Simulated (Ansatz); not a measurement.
# SiC (quintet): correlated methods under varied settings

What do other methods and options give for SiC (quintet) at this geometry, and how long do they take?

Computed with Ansatz 0.2.0, Gaussian basis. Level: the settings change from run to run.

20 further runs of the same task are left out: 9 that didn't finish, 11 set aside as unsound or not needed.

**1. What is computed**

The geometry is a PBE0/def2-TZVP stationary point (not a proven minimum) of the parent state, kept for this charge and spin.

2 atoms, charge 0, spin multiplicity 5.

Atoms are counted from 1 here; the program's logs count them from 0.

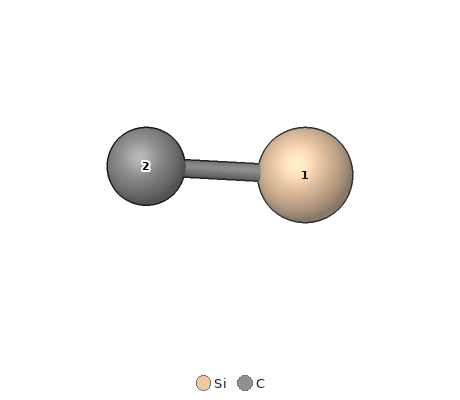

The geometry (silicon light orange, carbon grey); atoms are numbered from 1 in the order of the file.

**2. MRCISD+Q(4,5)/6-31G**

The input, in.yaml:

```yaml
crystal:
  periodic: [false, false, false]
  atoms:
    - {symbol: Si, position_ang: [0.000000, 0.000000, 0.000000]}
    - {symbol: C, position_ang: [0.000000, 0.000000, 1.709998]}
basis:
  gaussian: {orbitals: 6-31G}
magnetization: {spin_polarized: false, initial_magnetization: 4}
correlation: {method: fic_mrcisd_q, electrons: valence, active_space: {window: {electrons: 4, orbitals: 5}, states: [{multiplicity: 5, weights: [1, 0.5, 1]}]}}
accuracy: high
```

Command:

```console
ansatz run in.yaml --threads 1 --pin off --events-out ev --progress --plain --max-ram 2393MiB
```

Log:

```text
Functional definition: HF
  name "HF"
  cite "Fock, Z. Phys. 61, 126 (1930) doi:10.1007/BF01340294"
  parent pbe
  exchange = exact_x
  correlation = 0
466 factors; integrals over basis functions are off by at most 3.1e-9 eV
mean field evaluation 1: about -8883.5064 eV, gradient 7.3e0 eV
mean field evaluation 2: about -8883.5969 eV, gradient 7.4e0 eV
mean field evaluation 4: about -8884.6135 eV, gradient 2.2e0 eV
mean field evaluation 8: about -8884.9237 eV, gradient 8.5e-1 eV
mean field evaluation 16: about -8884.9401 eV, gradient 7.4e-9 eV
mean field evaluation 32: about -8882.2097 eV, gradient 1.2e-8 eV
mean field evaluation 64: about -8884.9401 eV, gradient 5.9e-8 eV
mean field -8884.94009415 eV, -326.5155260313 hartree, gradient 5.9e-8 eV, S^2 6.000000; 5 other end points of the search recorded, 0 dependent functions left out
reference -8884.94009415 eV, -326.5155260313 hartree; 12, 8 occupied and 10, 14 virtual orbitals, 466 factors
state -8884.31874796 eV, -326.4926919801 hartree
state -8884.29102194 eV, -326.4916730677 hartree
state -8880.03274207 eV, -326.3351841688 hartree
contracted CI cycle   1: correlation 0.00000000 eV, 0.0000000000 hartree, residual 9.98e0 eV
contracted CI cycle   2: correlation -2.31155161 eV, -0.0849479549 hartree, residual 2.76e0 eV
contracted CI cycle   3: correlation -2.54954922 eV, -0.0936942058 hartree, residual 9.48e-1 eV
contracted CI cycle   4: correlation -2.58610743 eV, -0.0950376952 hartree, residual 3.94e-1 eV
contracted CI cycle   5: correlation -2.59205214 eV, -0.0952561591 hartree, residual 1.52e-1 eV
contracted CI cycle   6: correlation -2.59316157 eV, -0.0952969300 hartree, residual 6.51e-2 eV
contracted CI cycle   7: correlation -2.59330797 eV, -0.0953023102 hartree, residual 2.28e-2 eV
contracted CI cycle   8: correlation -2.59332301 eV, -0.0953028630 hartree, residual 7.61e-3 eV
contracted CI cycle   9: correlation -2.59332479 eV, -0.0953029283 hartree, residual 2.43e-3 eV
contracted CI cycle  10: correlation -2.59332497 eV, -0.0953029347 hartree, residual 6.87e-4 eV
contracted CI cycle  11: correlation -2.59332498 eV, -0.0953029352 hartree, residual 1.85e-4 eV
contracted CI cycle  12: correlation -2.59332498 eV, -0.0953029353 hartree, residual 5.36e-5 eV
contracted CI cycle  13: correlation -2.59332498 eV, -0.0953029353 hartree, residual 1.60e-5 eV
contracted CI cycle  14: correlation -2.59332498 eV, -0.0953029353 hartree, residual 5.11e-6 eV
contracted CI cycle  15: correlation -2.59332498 eV, -0.0953029353 hartree, residual 1.40e-6 eV
contracted CI cycle  16: correlation -2.59332498 eV, -0.0953029353 hartree, residual 3.63e-7 eV
state -8884.31874796 eV, -326.4926919801 hartree; corrected -8887.19685358 eV, -326.5984604106 hartree
contracted CI cycle   1: correlation 0.00000000 eV, 0.0000000000 hartree, residual 1.00e1 eV
contracted CI cycle   2: correlation -2.33370539 eV, -0.0857620912 hartree, residual 2.78e0 eV
contracted CI cycle   3: correlation -2.57376087 eV, -0.0945839674 hartree, residual 9.52e-1 eV
contracted CI cycle   4: correlation -2.61063432 eV, -0.0959390415 hartree, residual 3.98e-1 eV
contracted CI cycle   5: correlation -2.61671109 eV, -0.0961623587 hartree, residual 1.54e-1 eV
contracted CI cycle   6: correlation -2.61784901 eV, -0.0962041765 hartree, residual 6.58e-2 eV
contracted CI cycle   7: correlation -2.61799907 eV, -0.0962096912 hartree, residual 2.28e-2 eV
contracted CI cycle   8: correlation -2.61801420 eV, -0.0962102473 hartree, residual 7.59e-3 eV
contracted CI cycle   9: correlation -2.61801596 eV, -0.0962103120 hartree, residual 2.43e-3 eV
contracted CI cycle  10: correlation -2.61801613 eV, -0.0962103184 hartree, residual 6.87e-4 eV
contracted CI cycle  11: correlation -2.61801615 eV, -0.0962103189 hartree, residual 1.84e-4 eV
contracted CI cycle  12: correlation -2.61801615 eV, -0.0962103189 hartree, residual 5.35e-5 eV
contracted CI cycle  13: correlation -2.61801615 eV, -0.0962103189 hartree, residual 1.58e-5 eV
contracted CI cycle  14: correlation -2.61801615 eV, -0.0962103189 hartree, residual 5.07e-6 eV
contracted CI cycle  15: correlation -2.61801615 eV, -0.0962103189 hartree, residual 1.41e-6 eV
contracted CI cycle  16: correlation -2.61801615 eV, -0.0962103189 hartree, residual 3.63e-7 eV
state -8884.29102194 eV, -326.4916730677 hartree; corrected -8887.19821057 eV, -326.5985102790 hartree
contracted CI cycle   1: correlation 0.00000000 eV, 0.0000000000 hartree, residual 9.38e0 eV
contracted CI cycle   2: correlation -2.63734745 eV, -0.0969207312 hartree, residual 3.22e0 eV
contracted CI cycle   3: correlation -3.49552661 eV, -0.1284582334 hartree, residual 3.21e0 eV
contracted CI cycle   4: correlation -1.00242096 eV, -0.0368382909 hartree, residual 4.41e0 eV
contracted CI cycle   5: correlation -1.95827811 eV, -0.0719653933 hartree, residual 2.25e0 eV
contracted CI cycle   6: correlation -2.15018630 eV, -0.0790178892 hartree, residual 1.12e0 eV
contracted CI cycle   7: correlation -0.52150317 eV, -0.0191648880 hartree, residual 8.83e0 eV
contracted CI cycle   8: correlation -2.13965042 eV, -0.0786307025 hartree, residual 8.36e-1 eV
contracted CI cycle   9: correlation -2.17046546 eV, -0.0797631345 hartree, residual 4.61e-1 eV
contracted CI cycle  10: correlation -2.21568318 eV, -0.0814248549 hartree, residual 1.52e0 eV
contracted CI cycle  11: correlation -2.16216264 eV, -0.0794580114 hartree, residual 3.99e-1 eV
contracted CI cycle  12: correlation -2.16669693 eV, -0.0796246434 hartree, residual 1.20e-1 eV
contracted CI cycle  13: correlation -2.16732649 eV, -0.0796477794 hartree, residual 7.32e-2 eV
contracted CI cycle  14: correlation -2.17154293 eV, -0.0798027309 hartree, residual 8.07e-1 eV
contracted CI cycle  15: correlation -2.16708097 eV, -0.0796387568 hartree, residual 6.87e-2 eV
contracted CI cycle  16: correlation -2.16730239 eV, -0.0796468937 hartree, residual 3.43e-2 eV
contracted CI cycle  17: correlation -2.16746633 eV, -0.0796529186 hartree, residual 5.67e-2 eV
contracted CI cycle  18: correlation -2.16676379 eV, -0.0796271007 hartree, residual 1.42e-1 eV
contracted CI cycle  19: correlation -2.16726382 eV, -0.0796454765 hartree, residual 5.07e-2 eV
contracted CI cycle  20: correlation -2.16776226 eV, -0.0796637938 hartree, residual 1.39e-1 eV
contracted CI cycle  21: correlation -2.16689927 eV, -0.0796320795 hartree, residual 5.99e-2 eV
contracted CI cycle  22: correlation -2.16703128 eV, -0.0796369307 hartree, residual 2.52e-2 eV
contracted CI cycle  23: correlation -2.16711872 eV, -0.0796401439 hartree, residual 5.83e-2 eV
contracted CI cycle  24: correlation -2.16700118 eV, -0.0796358243 hartree, residual 2.69e-2 eV
contracted CI cycle  25: correlation -2.16702970 eV, -0.0796368727 hartree, residual 1.02e-2 eV
contracted CI cycle  26: correlation -2.16703414 eV, -0.0796370358 hartree, residual 5.31e-3 eV
contracted CI cycle  27: correlation -2.16704045 eV, -0.0796372678 hartree, residual 2.13e-2 eV
contracted CI cycle  28: correlation -2.16703305 eV, -0.0796369957 hartree, residual 4.29e-3 eV
contracted CI cycle  29: correlation -2.16703370 eV, -0.0796370195 hartree, residual 1.54e-3 eV
contracted CI cycle  30: correlation -2.16703382 eV, -0.0796370242 hartree, residual 1.05e-3 eV
contracted CI cycle  31: correlation -2.16703350 eV, -0.0796370124 hartree, residual 4.66e-3 eV
contracted CI cycle  32: correlation -2.16703376 eV, -0.0796370218 hartree, residual 5.79e-4 eV
contracted CI cycle  33: correlation -2.16703379 eV, -0.0796370228 hartree, residual 5.47e-4 eV
contracted CI cycle  34: correlation -2.16703401 eV, -0.0796370310 hartree, residual 4.80e-3 eV
contracted CI cycle  35: correlation -2.16703373 eV, -0.0796370207 hartree, residual 7.84e-4 eV
contracted CI cycle  36: correlation -2.16703378 eV, -0.0796370227 hartree, residual 1.12e-3 eV
contracted CI cycle  37: correlation -2.16703367 eV, -0.0796370186 hartree, residual 1.05e-3 eV
contracted CI cycle  38: correlation -2.16703370 eV, -0.0796370197 hartree, residual 2.92e-4 eV
contracted CI cycle  39: correlation -2.16703371 eV, -0.0796370199 hartree, residual 3.06e-4 eV
contracted CI cycle  40: correlation -2.16703369 eV, -0.0796370194 hartree, residual 7.58e-4 eV
contracted CI cycle  41: correlation -2.16703370 eV, -0.0796370198 hartree, residual 1.52e-4 eV
contracted CI cycle  42: correlation -2.16703371 eV, -0.0796370198 hartree, residual 7.71e-5 eV
contracted CI cycle  43: correlation -2.16703371 eV, -0.0796370198 hartree, residual 7.80e-5 eV
contracted CI cycle  44: correlation -2.16703370 eV, -0.0796370198 hartree, residual 1.78e-4 eV
contracted CI cycle  45: correlation -2.16703371 eV, -0.0796370198 hartree, residual 3.49e-5 eV
contracted CI cycle  46: correlation -2.16703371 eV, -0.0796370198 hartree, residual 1.49e-5 eV
contracted CI cycle  47: correlation -2.16703371 eV, -0.0796370198 hartree, residual 2.45e-5 eV
contracted CI cycle  48: correlation -2.16703371 eV, -0.0796370198 hartree, residual 1.61e-5 eV
contracted CI cycle  49: correlation -2.16703371 eV, -0.0796370198 hartree, residual 9.08e-6 eV
contracted CI cycle  50: correlation -2.16703371 eV, -0.0796370198 hartree, residual 1.47e-5 eV
contracted CI cycle  51: correlation -2.16703371 eV, -0.0796370198 hartree, residual 6.87e-5 eV
contracted CI cycle  52: correlation -2.16703371 eV, -0.0796370198 hartree, residual 1.29e-5 eV
contracted CI cycle  53: correlation -2.16703371 eV, -0.0796370198 hartree, residual 3.24e-5 eV
contracted CI cycle  54: correlation -2.16703371 eV, -0.0796370198 hartree, residual 2.02e-5 eV
contracted CI cycle  55: correlation -2.16703371 eV, -0.0796370198 hartree, residual 7.27e-6 eV
contracted CI cycle  56: correlation -2.16703371 eV, -0.0796370198 hartree, residual 5.31e-6 eV
contracted CI cycle  57: correlation -2.16703371 eV, -0.0796370198 hartree, residual 1.49e-5 eV
contracted CI cycle  58: correlation -2.16703371 eV, -0.0796370198 hartree, residual 2.40e-6 eV
contracted CI cycle  59: correlation -2.16703371 eV, -0.0796370198 hartree, residual 1.13e-6 eV
contracted CI cycle  60: correlation -2.16703371 eV, -0.0796370198 hartree, residual 1.41e-6 eV
contracted CI cycle  61: correlation -2.16703371 eV, -0.0796370198 hartree, residual 1.62e-6 eV
contracted CI cycle  62: correlation -2.16703371 eV, -0.0796370198 hartree, residual 4.18e-7 eV
contracted CI cycle  63: correlation -2.16703371 eV, -0.0796370198 hartree, residual 2.27e-7 eV
contracted CI cycle  64: correlation -2.16703371 eV, -0.0796370198 hartree, residual 6.11e-7 eV
contracted CI cycle  65: correlation -2.16703371 eV, -0.0796370198 hartree, residual 2.34e-7 eV
contracted CI cycle  66: correlation -2.16703371 eV, -0.0796370198 hartree, residual 1.30e-7 eV
contracted CI cycle  67: correlation -2.16703371 eV, -0.0796370198 hartree, residual 3.53e-7 eV
contracted CI cycle  68: correlation -2.16703371 eV, -0.0796370198 hartree, residual 2.87e-7 eV
contracted CI cycle  69: correlation -2.16703371 eV, -0.0796370198 hartree, residual 1.98e-7 eV
contracted CI cycle  70: correlation -2.16703371 eV, -0.0796370198 hartree, residual 6.96e-7 eV
contracted CI cycle  71: correlation -2.16703371 eV, -0.0796370198 hartree, residual 9.57e-8 eV
contracted CI cycle  72: correlation -2.16703371 eV, -0.0796370198 hartree, residual 5.34e-8 eV
contracted CI cycle  73: correlation -2.16703371 eV, -0.0796370198 hartree, residual 1.43e-7 eV
contracted CI cycle  74: correlation -2.16703371 eV, -0.0796370198 hartree, residual 5.50e-8 eV
contracted CI cycle  75: correlation -2.16703371 eV, -0.0796370198 hartree, residual 2.37e-8 eV
contracted CI cycle  76: correlation -2.16703371 eV, -0.0796370198 hartree, residual 1.27e-8 eV
state -8880.03274207 eV, -326.3351841688 hartree; corrected -8883.37721603 eV, -326.4580913199 hartree
Total energy: -8885.66926996 eV, -326.5423227480 hartree
```

It took 2.6 s on 1 thread of Intel Xeon Platinum 8259CL at 2.50GHz, shared host.

From the report: 4 determinants; active occupations (of the averaged states) 1.00, 1.00, 0.80, 0.60, 0.60.

**3. CCSD(T) on ROHF/6-31G**

The input, in.yaml:

```yaml
crystal:
  periodic: [false, false, false]
  atoms:
    - {symbol: Si, position_ang: [0.000000, 0.000000, 0.000000]}
    - {symbol: C, position_ang: [0.000000, 0.000000, 1.709998]}
basis:
  gaussian: {orbitals: 6-31G}
magnetization: {spin_polarized: false, initial_magnetization: 4}
correlation: {method: ccsd_t, electrons: outside_noble_gas}
scf: {lower_state_search: off}
output: {forces: true}
```

Same command.

Log (excerpt; [...] marks lines left out):

```text
Functional definition: HF
  name "HF"
  cite "Fock, Z. Phys. 61, 126 (1930) doi:10.1007/BF01340294"
  parent pbe
[...]
267 factors; integrals over basis functions are off by at most 9.4e-5 eV
[...]
mean field -8884.93998069 eV, -326.5155218616 hartree, gradient 2.5e-6 eV, S^2 6.000000; 0 other end points of the search recorded, 0 dependent functions left out
6 core orbitals not correlated: weight in the atoms' cores, before any rotation towards them, 1.000 or more for the frozen orbitals, at most 0.000 for the correlated occupied ones
reference -8884.93998069 eV, -326.5155218616 hartree; 6, 2 occupied and 10, 14 virtual orbitals, 267 factors
second order -1.44304665 eV of doubles, -0.03217407 eV of singles
cycle   1  -1.82561910 eV  change   -3.5e-1 eV  update   6.6e-2
[...]
cycle  13  -2.11553780 eV  change    2.4e-7 eV  update   8.2e-7
perturbative correction -0.04914891 eV, -0.0018061892 hartree
[...]
Total energy: -8887.10466740 eV, -326.5950726310 hartree
Atom 0 at     0.000000     0.000000     0.000000 Å, force    -0.000000    -0.000000    -7.774527 eV/Å
Atom 1 at     0.000000     0.000000     1.709998 Å, force     0.000000     0.000000     7.774527 eV/Å
Dipole moment:     0.000000     0.000000     0.043315 e Å
Checks for a lower state left out: starts, cluster_reference, orbital_swaps, neighbouring_geometries, increment
```

Wall time 0.57 s (1 thread of Intel Xeon Platinum 8259CL at 2.50GHz, shared host).

From the report: correlation -2.1647 eV; T1 0.043; largest double amplitude 0.12.

**4. NEVPT4(SD)(4,7)/6-31G**

The input, in.yaml:

```yaml
crystal:
  periodic: [false, false, false]
  atoms:
    - {symbol: Si, position_ang: [0.000000, 0.000000, 0.000000]}
    - {symbol: C, position_ang: [0.000000, 0.000000, 1.709998]}
basis:
  gaussian: {orbitals: 6-31G}
magnetization: {spin_polarized: false, initial_magnetization: 4}
correlation: {method: fic_nevpt4_sd, electrons: valence, active_space: {window: {electrons: 4, orbitals: 7}, states: [{multiplicity: 5, weights: [1, 1, 0.5, 1]}]}}
```

The command is unchanged.

Log (excerpt; [...] marks lines left out):

```text
Functional definition: HF
  name "HF"
  cite "Fock, Z. Phys. 61, 126 (1930) doi:10.1007/BF01340294"
  parent pbe
[...]
457 factors; integrals over basis functions are off by at most 7.5e-8 eV
[...]
mean field -8884.94009412 eV, -326.5155260303 hartree, gradient 2.7e-6 eV, S^2 6.000000; 5 other end points of the search recorded, 0 dependent functions left out
reference -8884.94009412 eV, -326.5155260303 hartree; 12, 8 occupied and 10, 14 virtual orbitals, 457 factors
state -8884.54978207 eV, -326.5011823271 hartree
state -8884.54978207 eV, -326.5011823271 hartree
state -8880.31985173 eV, -326.3457352540 hartree
state -8879.88345476 eV, -326.3296979614 hartree
state -8884.54978207 eV, -326.5011823271 hartree; corrected -8886.95014142 eV, -326.5893939059 hartree
state -8884.54978207 eV, -326.5011823271 hartree; corrected -8886.95014142 eV, -326.5893939058 hartree
state -8880.31985173 eV, -326.3457352540 hartree; corrected -8883.08460280 eV, -326.4473379818 hartree
state -8879.88345476 eV, -326.3296979614 hartree; corrected -8883.41503146 eV, -326.4594810114 hartree
Total energy: -8885.38789020 eV, -326.5319822326 hartree
```

It took 4.2 s on 1 thread of Intel Xeon Platinum 8259CL at 2.50GHz, shared host.

From the report: 8 determinants; active occupations (of the averaged states) 0.99, 0.99, 0.71, 0.58, 0.58, 0.14, 0.00.

**5. All runs side by side**

Where basis and cores are those of an earlier FCI/6-31G run (-8887.1298 eV), and the state is the same kind, the miss against it is given.

| level | correlated | functions | energy (eV) | from FCI (meV) | time |
| --- | --- | --- | --- | --- | --- |
| MRCISD+Q(4,5)/6-31G (mean of several states) | valence | 22 | -8885.6693 |  | 2.6 s |
| CCSD(T) on ROHF/6-31G | outside noble gas | 22 | -8887.1047 | 25.1 | 0.57 s |
| NEVPT4(SD)(4,7)/6-31G (mean of several states) | valence | 22 | -8885.3879 |  | 4.2 s |

**6. Summary of results**

| quantity | value |
| --- | --- |
| runs | 3 |
| quickest | CCSD(T) on ROHF/6-31G, 0.57 s |
| slowest | NEVPT4(SD)(4,7)/6-31G (mean of several states), 4.2 s |

In words: Total energies in different bases, with other cores or another treatment of relativity can't be set against each other. NEVPT4(SD)(4,7)/6-31G (mean of several states) took 7 times as long as CCSD(T) on ROHF/6-31G; the jobs differ in more than the method.
